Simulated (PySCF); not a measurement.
# C5H11FO3Si: what the fields show

```xyz
21

C    -0.7831   -1.8825    1.1095
O    -1.1217   -0.5675    0.7508
C    -0.7777   -0.2297   -0.5817
C    -1.6643    0.8467   -1.1405
C    -2.4846    1.5963   -0.1381
O    -1.6371    1.1059   -2.3227
Si    0.9768    0.5304   -0.6980
F     0.9609    1.8837    0.1834
O     1.9536   -0.5276    0.0193
C     3.2841   -0.3401    0.4339
H     0.2900   -2.0661    1.0055
H    -1.3295   -2.6109    0.4964
H    -1.0735   -1.9971    2.1527
H    -0.8549   -1.1043   -1.2367
H    -3.1193    2.3246   -0.6352
H    -3.0796    0.8957    0.4429
H    -1.8063    2.0960    0.5505
H     1.3736    0.9611   -2.0220
H     3.9174   -0.1025   -0.4212
H     3.3451    0.4732    1.1573
H     3.6211   -1.2685    0.8934
```

Geometry: GFN2-xTB.

The calculation used PBE0/pcSseg-1, SCF density, gas phase, non-relativistic in PySCF 2.14.0.

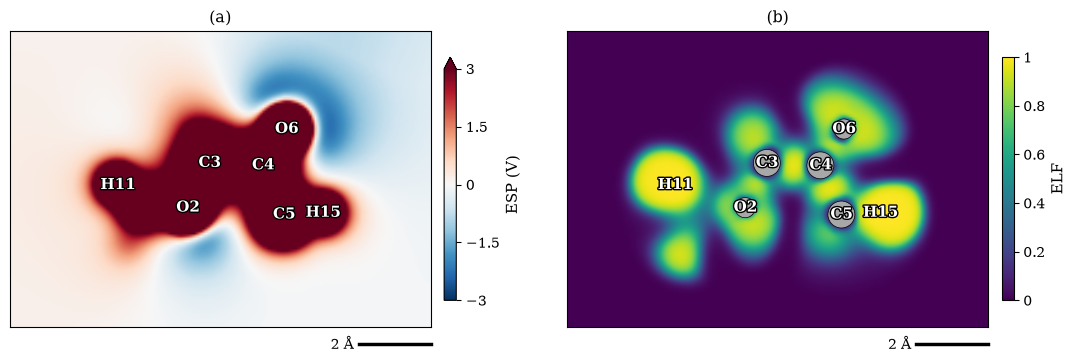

Figure 1. (a) molecular electrostatic potential; (b) electron localisation function on the plane of atoms C5, C4 and O6. Grey discs cover the atomic cores in the ELF map.

Describe what can be read from this map.

Answer.
- The section cuts through O, C and H sites.
- C–O (1.21 Å): the ELF peaks at about 0.85 between the atoms (a multiple bond).
- C–C (1.50 Å): the ELF peaks at about 0.95 between the atoms: a covalent bond.
- C–H (1.09 Å): the ELF climbs to about 1 towards the hydrogen, as it does in any bond to H: an ordinary covalent bond to hydrogen.
- The ELF also peaks beside O2 and O6, away from the bonds: lone-pair regions.
- Outside the dense part of the molecule the potential is most negative (−2.2 V) near O6.

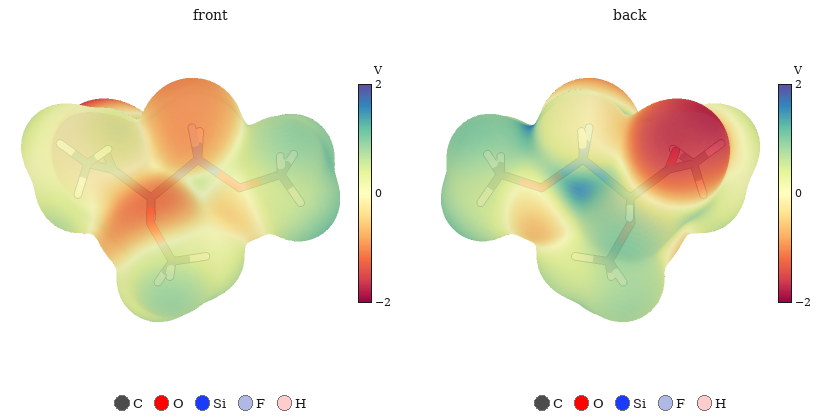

Figure 2. The molecular electrostatic potential painted on the density surface at 0.002 e/bohr³, seen from the front and from behind; red is negative and blue positive.

Describe the electrostatic potential map.

Answer. The most negative region (about −1.8 V) lies over O6, the most positive (about +1.6 V) over Si7. O6 is the likeliest acceptor of a hydrogen bond.
